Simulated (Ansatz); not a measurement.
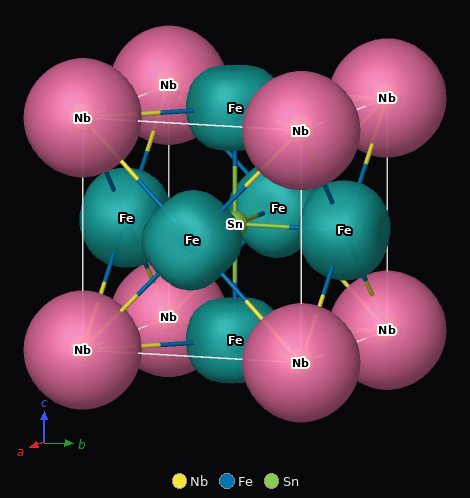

NbFe3Sn. Isosurfaces of the spin density at +0.1 (teal) and −0.1 e/Å³ (pink), seen slightly off an axis. Sticks mark near contacts.

Space group Pm-3m; started from the cubic perovskite_221 prototype, which need not be the ambient phase; spin-polarised.

These are results of DFT PBE, scalar-relativistic, plane waves, PAW (Ansatz 0.2.0), not measurements.

Q: Which atoms carry the moments, and with what signs?

A: The spin density sits on Nb: −1.9 μB; Fe: +2.6 μB (×3) in one cell of 5 atoms: ferrimagnetic (opposed moments on unlike sites) in this solution. The cell of the calculation (5 atoms) carries 5.4 μB of net spin moment.
